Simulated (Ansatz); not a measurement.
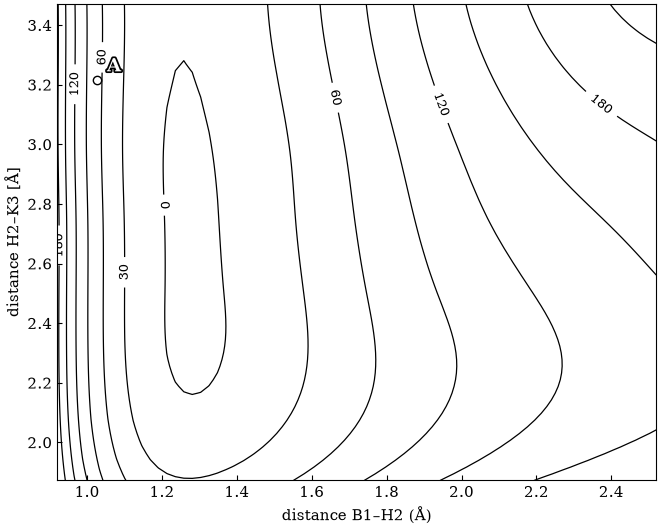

The system B + HK, spin multiplicity 2. First axis: distance B1–H2. Second axis: distance H2–K3. Nothing is relaxed (the angle B1–H2–K3 is fixed at 180 degrees). Grid: 9 × 9 points. Points are written as (first, second). All energies are given in kJ/mol relative to the lowest grid point. Method: UKS PBE0-D4/def2-SVPD in Ansatz 0.2.0.

In the figure: contour lines labelled in kJ/mol, the point A. Between grid points the surface is interpolated.

**Which way does the force act at A, and how strong is it?**

A, at (1.027 Å, 3.217 Å), is not a stationary point. The computed force is 730 kJ/mol for each Å towards larger values of distance B1–H2 and nearly zero along distance H2–K3.
